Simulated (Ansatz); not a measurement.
Sr7La

Input file:

```
crystal:
  lattice:
    - [0.0, 5.9292085329, 5.9292085329]
    - [5.9292085329, 0.0, 5.9292085329]
    - [5.9292085329, 5.9292085329, 0.0]
  atoms:
    - { symbol: Sr, position: [0.5, 0.5, 0.5] }
    - { symbol: Sr, position: [0.5, 0.0, 0.0] }
    - { symbol: Sr, position: [0.5, 0.0, 0.5] }
    - { symbol: Sr, position: [0.0, 0.5, 0.5] }
    - { symbol: Sr, position: [0.0, 0.5, 0.0] }
    - { symbol: Sr, position: [0.5, 0.5, 0.0] }
    - { symbol: Sr, position: [0.0, 0.0, 0.5] }
    - { symbol: La, position: [0.0, 0.0, 0.0] }
basis:
  ecutwfc: 420
kpoints:
  mp_grid: { grid: [6, 6, 6] }
  band_path:
    path:
      - [[0.0, 0.0, 0.0], [0.5, 0.0, 0.5], [0.625, 0.25, 0.625]]
      - [[0.375, 0.375, 0.75], [0.0, 0.0, 0.0], [0.5, 0.5, 0.5], [0.5, 0.25, 0.75], [0.5, 0.0, 0.5]]
    npoints: 14
hamiltonian:
  xc: pbe
scf:
  occupations: { method: gaussian, width: 0.1 }
  n_extra_bands: 20
output:
  forces: true
  stress: true
  eigenvalues: true
  populations: true
  dos: { projected: true, de: 0.02, nscf_kmesh: { grid: [8, 8, 8] } }
  bader: true
  write_density: true
  write_potential: true
  elf: true
  volumetric_format: npy
```

Run with:

```sh
ansatz run input.yaml --threads 1 --pin off --max-ram 2560MiB --backend cpu --events-out ev --progress --plain --runs-dir out
```

Below, planes, directions and counts refer to the conventional cell (a = 11.86 Å, b = 11.86 Å, c = 11.86 Å, α = 90.00°, β = 90.00°, γ = 90.00°).

Space group Fm-3m; a structure generated by program, which may or may not match a known phase; computed without spin polarisation.

All numbers below come from DFT PBE, scalar-relativistic, plane waves, PAW (Ansatz 0.2.0).

Question: Predict the valence pseudo-density and electron localisation function between the atoms.

Answer: Sr–Sr (4.19 Å): the density is about 0.04 e/Å³ at the midpoint; the ELF is about 0.25 at the midpoint (no localised pair shows between them).
Sr–La (4.19 Å): ρ is about 0.05 e/Å³ halfway; the ELF is about 0.20 at the midpoint: no localised pair shows between them.
Bader's partition of the density gives Sr −0.05 to +0.25 and La −1.46 e.

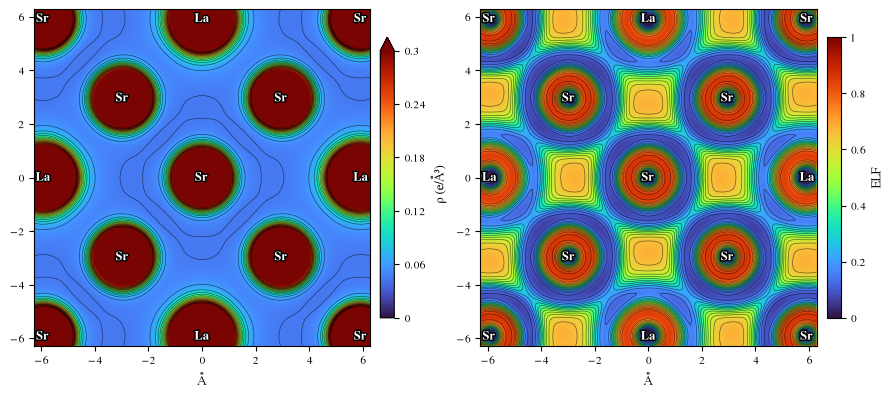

Computed valence pseudo-density and electron localisation function on the (010) plane of the conventional cell, in this order. 
